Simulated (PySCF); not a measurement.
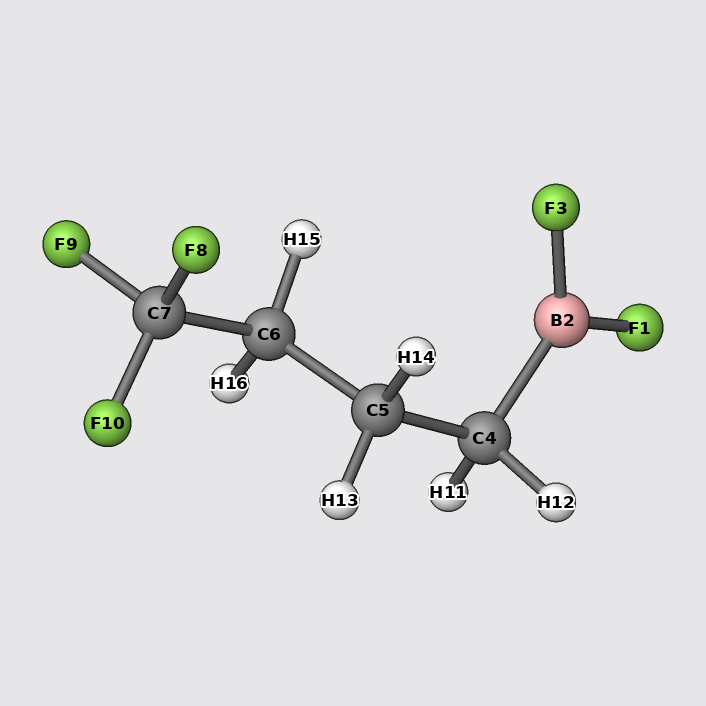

The questions are on isotropic NMR shieldings of the H atoms. Computed geometry: PBE0-D3(BJ)/def2-SVP optimisation. No frequency run is at hand to confirm it as a minimum. Level of theory: GIAO KT2/pcSseg-1 NMR shielding, non-relativistic, gas phase (PySCF 2.14.0).

Give the isotropic NMR shieldings of the H atoms atom by atom.

| atom | σ (ppm) |
| --- | --- |
| H11 | 30.30 |
| H12 | 29.86 |
| H13 | 29.62 |
| H14 | 29.55 |
| H15 | 29.30 |
| H16 | 29.70 |
